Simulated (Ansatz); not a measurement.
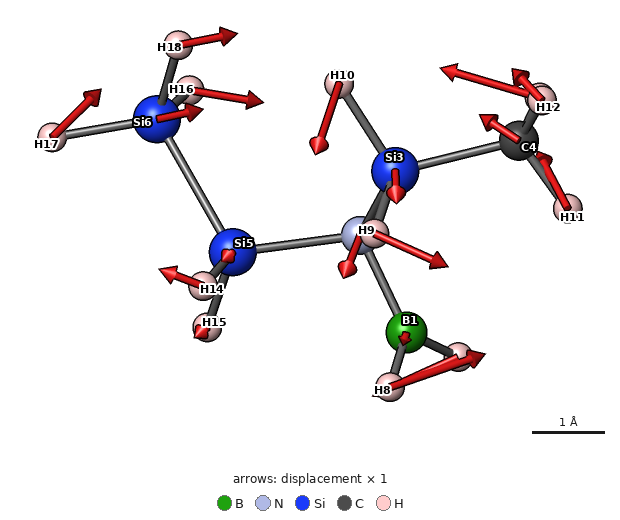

A relaxation of CH$_{12}$BNSi$_{3}$ (coarse preliminary run). The starting structure is drawn; red arrows show the displacements, at their true length. The two geometries are superimposed by the best rigid fit.

Style: ball-and-stick. Shown at a tilt.

The start comes from a force field.

Computed with Ansatz, RKS PBE-D4/def2-SVP.

Input
```yaml
crystal:
  periodic: [false, false, false]
  atoms:
    - {symbol: B, position_ang: [-1.083500, 0.747800, 1.659500]}
    - {symbol: N, position_ang: [-0.572400, 0.456500, 0.270300]}
    - {symbol: Si, position_ang: [-0.051900, -1.249000, 0.282700]}
    - {symbol: C, position_ang: [-1.419100, -2.382200, 0.404500]}
    - {symbol: Si, position_ang: [0.865900, 1.500200, -0.015300]}
    - {symbol: Si, position_ang: [1.448100, 1.487900, -2.156600]}
    - {symbol: H, position_ang: [-2.224000, 1.158700, 1.752300]}
    - {symbol: H, position_ang: [-0.429700, 0.701000, 2.615600]}
    - {symbol: H, position_ang: [0.877300, -1.466400, 1.485500]}
    - {symbol: H, position_ang: [0.710100, -1.557600, -0.919900]}
    - {symbol: H, position_ang: [-2.049200, -2.204700, 1.376400]}
    - {symbol: H, position_ang: [-1.126300, -3.438000, 0.402300]}
    - {symbol: H, position_ang: [-2.217900, -2.181000, -0.467500]}
    - {symbol: H, position_ang: [1.967400, 1.077000, 0.854000]}
    - {symbol: H, position_ang: [0.531400, 2.881800, 0.358700]}
    - {symbol: H, position_ang: [0.309200, 1.926100, -2.957300]}
    - {symbol: H, position_ang: [2.583800, 2.423400, -2.371100]}
    - {symbol: H, position_ang: [1.843200, 0.129700, -2.522500]}
basis:
  gaussian: {orbitals: def2-SVP}
hamiltonian: {xc: pbe, dispersion: d4}
relax: {f_tol: 0.03, max_steps: 200}
```

Launched with:
```bash
ansatz run in.yaml --threads 4 --pin off --events-out ev --progress --plain --max-ram 11315MiB
```

Atoms of which element are displaced furthest, and by how much?

Answer. Hydrogen: up to 1.53 Å, against 0.97 Å for nitrogen.

What did the optimiser do to the structure, and how much energy did it gain?

Answer. The largest moves after the best rigid fit, 1.53 Å, are those of H8 and H10. Largest moves by element: H 1.53 Å, N 0.97 Å, C 0.73 Å, Si 0.71 Å, B 0.21 Å. Near-neighbour distances that change, for instance: Si5–Si6 2.219 → 2.358 Å, Si3–C4 1.780 → 1.880 Å, C4–H13 1.200 → 1.109 Å, B1–N2 1.509 → 1.418 Å. Bond angles that change, for instance: B1–N2–Si5 107.8° → 122.0°, B1–N2–Si3 106.1° → 117.7°, Si3–N2–Si5 108.8° → 120.2°. After 23 accepted moves (26 points after the start) the energy has fallen by 167.1 kJ/mol. Largest force component: 4.5 eV/Å at the start, 0.022 eV/Å at the end. The line search rejected the trial steps at points 15, 19, 23 of the run. The run took 65 s on 4 threads of Arm Neoverse V2 (shared host).
